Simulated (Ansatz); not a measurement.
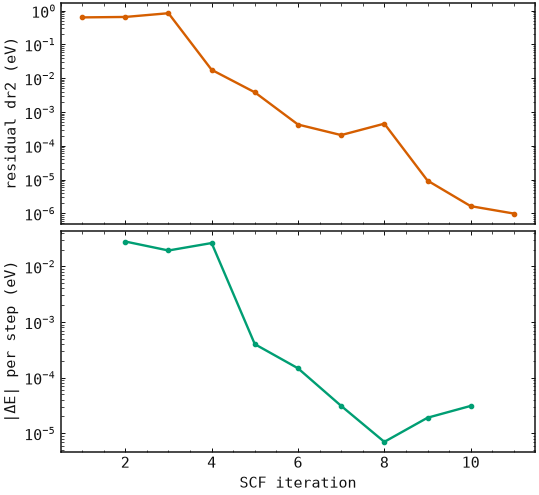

The plot shows the SCF iterations of a calculation: density residual dr2, step-to-step change of the Harris–Foulkes energy. Energy differences below 3 × 10⁻⁶ eV aren't drawn. The starting density is a sum of atomic densities corrected by a trained network.

Ti3Al4Ni (8 atoms in the cell), run with Ansatz.

```
crystal:
  lattice:
    - [2.8393269306, 0.0, 0.0]
    - [0.0, 2.8393269306, 0.0]
    - [0.0, 0.0, 15.1013040441]
  atoms:
    - { symbol: Ti, position: [0.0, 0.0, 0.0] }
    - { symbol: Ti, position: [0.0, 0.0, 0.2688679914] }
    - { symbol: Ti, position: [0.0, 0.0, 0.7311320086] }
    - { symbol: Al, position: [0.5, 0.5, 0.1344462612] }
    - { symbol: Al, position: [0.5, 0.5, 0.4016242108] }
    - { symbol: Al, position: [0.5, 0.5, 0.5983757892] }
    - { symbol: Al, position: [0.5, 0.5, 0.8655537388] }
    - { symbol: Ni, position: [0.0, 0.0, 0.5] }
  symmetry: { detect: false }
basis:
  ecutwfc: 420
kpoints:
  mp_grid: { grid: [14, 14, 4] }
hamiltonian:
  xc: pbe
scf:
  occupations: { method: fermi_dirac, width: 0.15 }
  mixing: { algorithm: anderson, beta: 0.5, ndim: 4 }
output:
  forces: true
  eigenvalues: true
  stress: true
accuracy: medium
```

Run as:
```bash
ansatz run input.yaml --threads 1 --pin off --max-ram 2560MiB --backend cpu --events-out ev --progress --plain --runs-dir out
```

Q: Was self-consistency reached?

A: It was still iterating, at step 11, when the time limit ended it. The residual is still falling at the last step (down to 10⁻⁶).

Q: Read the residual at the first and at the last step drawn.

A: It starts near 0.6 and ends near 10⁻⁶ eV.
